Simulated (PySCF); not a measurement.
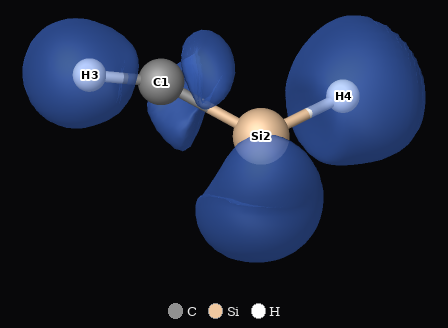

The picture shows: CH2Si. Isosurface of the electron localisation function at 0.85 (blue), seen at a tilt. Core shells and regions of very low density are left out.

Geometry: PBE0-D3(BJ)/def2-TZVP.

All numbers below come from PBE0/pcSseg-2, SCF density, gas phase, non-relativistic in PySCF 2.14.0.

What do the ELF domains correspond to?

The ELF exceeds this value in one region between bonded C–Si atoms (shared pairs), two regions around hydrogen nuclei and one lobe on Si, pointing away from the bonds (lone pairs). Along the contacts the grid gives the following. C–Si (1.64 Å): the ELF peaks at about 0.85 between the atoms; a covalent bond. C–H (1.08 Å): the ELF climbs to about 1 towards the hydrogen, as it does in any bond to H (an ordinary covalent bond to hydrogen).
